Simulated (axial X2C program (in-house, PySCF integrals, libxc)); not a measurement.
Ge₂⁺: relativistic diatomic calculation

Ge₂⁺, single determinant with Ω = 3/2. Computed at this level: PBE0, two-component X2C with atomic mean-field Coulomb and Gaunt terms, Ge dyall-cv3z (cores contracted) (axial X2C program (in-house, PySCF integrals, libxc)).

Input:
```
{"zs": [32, 32], "q": 1, "bas": ["dyall-cv3z", "dyall-cv3z"], "levels": ["PBE0", "HF", "PBE"], "cc": true, "r0": 2.42, "thr": -1.0, "nmax": 90, "npts": 10, "nst": 2, "ntry": 6}
```

The line is the task of a batch: nuclear charges, charge, bases, the levels to run, a first guess of the distance and further settings. This report covers PBE0 with spin-orbit coupling. The log is that of the reference distance 2.414 Å.

Launched within a batch (the task file carries these settings):
```bash
python <driver script> task.json out
```

Output:
```
two-component X2C + atomic mean field  PBE0
basis functions 216  fitting functions 1230  grid points 5804
iter        total energy     max residual
   1      -4195.523115720     3.97e-01
   2      -4195.546090541     2.18e-03
   3      -4195.546099042     5.55e-04
   4      -4195.546101138     1.86e-04
   5      -4195.546101366     4.82e-05
   6      -4195.546101391     6.40e-06
   7      -4195.546101391     8.05e-07
converged
one-electron -6274.63546747  Coulomb 2015.68376107  exact exchange -39.18342000  xc functional -120.44109481  nuclear repulsion 224.47285169  atomic mean-field constant -1.44273187
```

The points of the curve:

```tsv
R (Å)	E (hartree)	dipole (D; origin at the first atom, positive when the second is positive)	highest filled (eV)	lowest empty (eV)
2.100	−4195.522411	5.04	−13.05	−9.83
2.197	−4195.536439	5.28	−12.85	−9.60
2.269	−4195.542373	5.45	−12.63	−9.58
2.342	−4195.545359	5.62	−12.43	−9.56
2.414	−4195.546101	5.80	−12.25	−9.52
2.498	−4195.544852	6.00	−12.05	−9.47
2.583	−4195.541958	6.20	−11.86	−9.42
2.692	−4195.536616	6.46	−11.65	−9.34
2.824	−4195.528617	6.78	−11.41	−9.23
3.018	−4195.515821	7.25	−11.12	−9.08
```

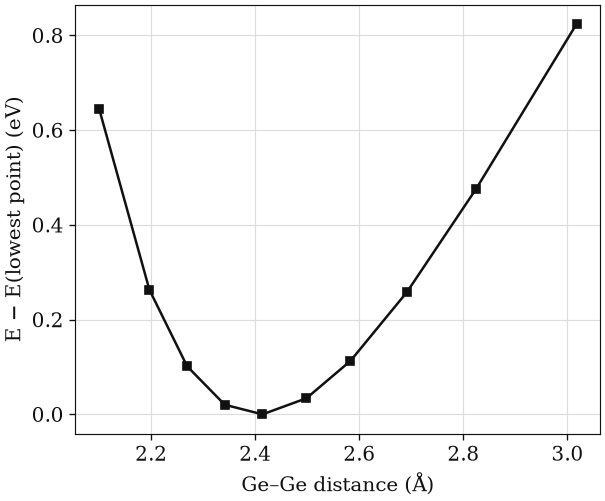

*Energy at 10 bond lengths, for one set of occupations held fixed; the line joins the points.*

A polynomial of degree 6 through 9 points gives rₑ = 2.406 Å, ωₑ = 257.8 cm⁻¹, ωₑxₑ = 0.71 cm⁻¹ and Bₑ = 0.07878 cm⁻¹. The minimum lies 3.27 eV below Ge + Ge⁺, each computed as one determinant at the same level.

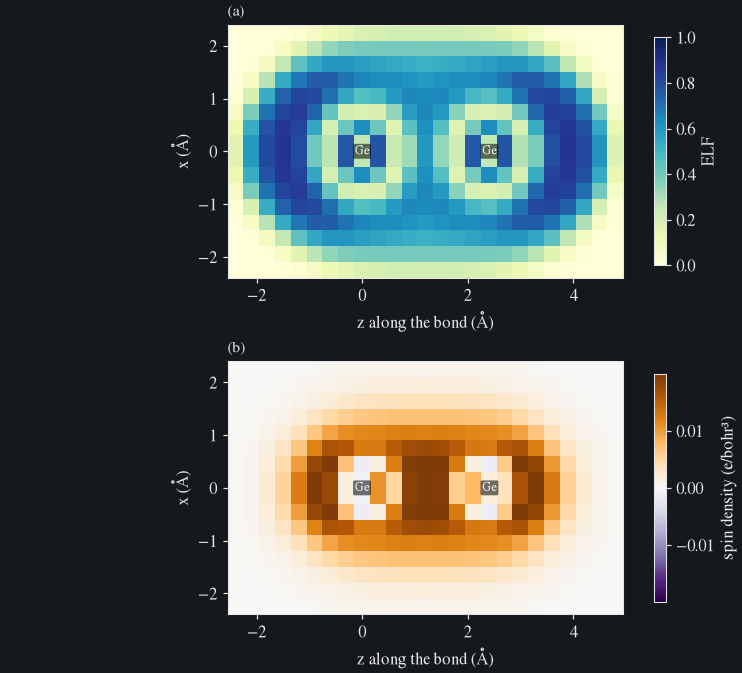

*(a) electron localisation function; (b) spin density, in a plane that holds the axis, at 2.41 Å, on points 0.3 Å apart (one half computed, the other mirrored); the structure near the nuclei is finer than these points.*

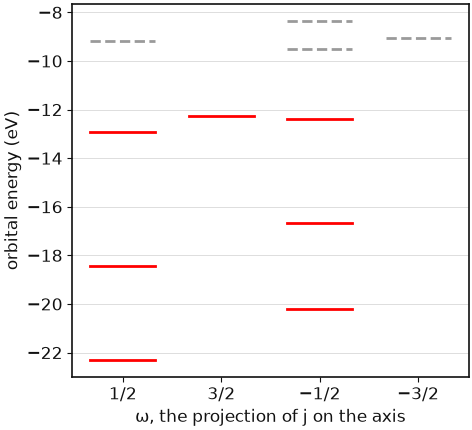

*Orbital energies near the frontier at 2.41 Å, filled (solid) and empty (dashed).*

The highest filled spinor (3/2; 47 % Ge p, 47 % Ge p) lies at −12.25 eV, the lowest empty one (−1/2; 44 % Ge p, 44 % Ge p) at −9.52 eV.

Summary:

| quantity | value |
| --- | --- |
| outcome | converged |
| bond length rₑ | 2.406 Å |
| ωₑ | 257.8 cm⁻¹ |
| energy at the minimum | −4195.54611 hartree |
| depth below the fragments | 3.27 eV |
| hardware | 1 CPU thread, shared host |
| wall time | 17 s |
